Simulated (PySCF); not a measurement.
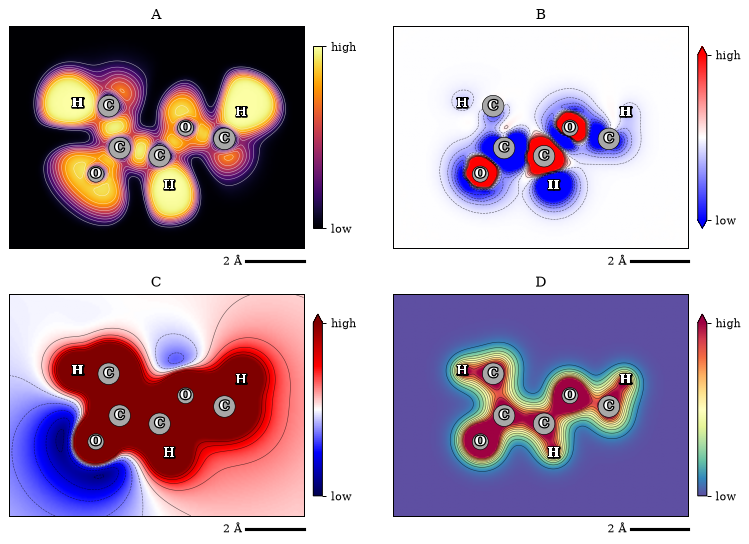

C₄H₇O₂ (SMILES CO[CH]C(C)=O) (doublet): 4 fields on the plane of atoms C5, C4 and O6, with unlabelled colour scales. Grey discs cover the atomic cores.

Geometry: GFN2-xTB.

Computed with UKS B3LYP, pcH-1 on C H O, non-relativistic, mean-field spin-orbit, GIAO in PySCF 2.14.0, density-fitted response routines.

### Match the panels to the quantities (electron density, electron localisation function, electrostatic potential and spin density).

Panel A: electron localisation function. Panel B: spin density (confined to the atoms that carry the unpaired spin). Panel C: electrostatic potential (strongly positive close to the atoms, with negative regions outside electron-rich atoms). Panel D: electron density. From the grid: C–O (1.23 Å): the density is about 3.2 e/Å³ at the midpoint; the ELF peaks at about 0.85 between the atoms, as expected for a short, strongly polar bond. C–C (1.42 Å): ρ at the midpoint is about 2 e/Å³; the ELF peaks at about 0.95 between the atoms (localised, covalent bonding).
